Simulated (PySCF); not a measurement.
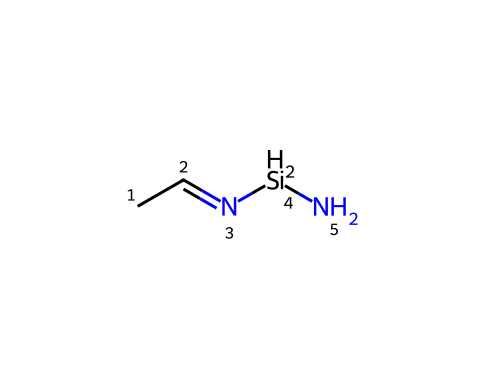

A structural formula, with wedges where it has stereocentres; small numbers name the atoms. The configuration is that of a computed structure (PBE0-D3(BJ)/def2-SVP).

> What are the Cahn–Ingold–Prelog descriptors?

C2=N3: E.
